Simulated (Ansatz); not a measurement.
A relaxed structure of InP. All values below come from r2SCAN (plane waves to 500 eV, PAW, scalar-relativistic; Ansatz, a program for electronic structure).

F-43m (No. 216), cF8, zinc blende type; a = b = c = 5.907 Å, α = β = γ = 90.00°.

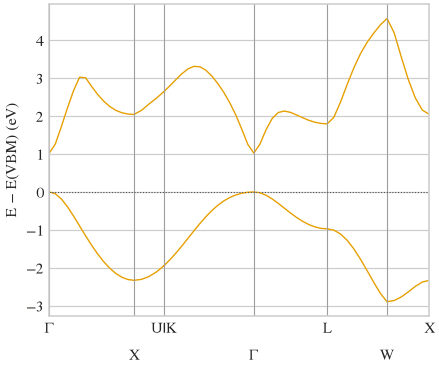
Figure: Highest filled and lowest empty band along the path of this cell's Brillouin zone

**Question.** Read off the gap and say whether it is direct.

**Answer.** 1.02 eV, direct at Γ (no spin-orbit coupling).

**Question.** How far does the top valence band disperse along this path?

**Answer.** About 2.9 eV.

No spin polarisation in the result.

Measured for InP: a 5.858 Å (static lattice; corrected from measurement; as listed in Daniel Mejia-Rodriguez, S. B. Trickey, Phys. Rev. B (2018)); gap 1.47 eV (static lattice; corrected from measurement; as listed in Wei Chen et al., Physical Review Materials (2018)). Computed minus measured — a: r2SCAN +0.8 %; gap: r2SCAN -0.45 eV. The computed values are for a static lattice, and a measured gap can be an optical one, lowered by exciton binding.

The run could not lose the symmetry of its start.

All atoms sit on sites fixed by symmetry, so only the cell could relax.
